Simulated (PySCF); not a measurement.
C3H13NSi2, SMILES C[SiH2]CC[SiH2]N, singlet, GFN2-xTB optimised geometry. Atoms within 1.6 Å of the plane z = 1.0 Å (x, y, z in Å): Si1 (0.13, 0.28, 0.00), C2 (-0.51, 2.07, 0.00), C3 (-0.51, -0.64, 1.54), C4 (-0.03, -2.09, 1.60), H8 (1.60, 0.28, 0.00), H9 (-0.18, 2.61, 0.88), H10 (-1.60, 2.10, -0.01), H12 (-1.60, -0.63, 1.56), H13 (-0.19, -0.13, 2.45), H14 (1.06, -2.11, 1.57), H15 (-0.36, -2.61, 0.69).

Computed with PBE0/def2-SVP in PySCF.

Map of the electron localisation function on the plane z = 1.0 Å:

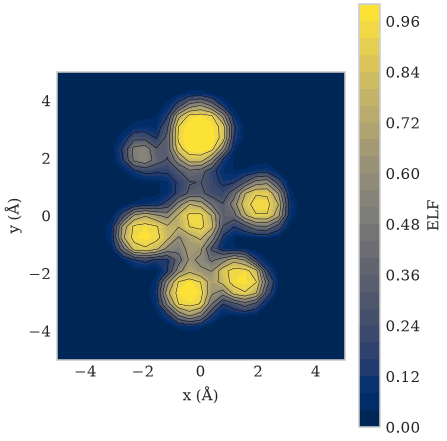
Electron localisation function on the plane z = 1.0 Å.
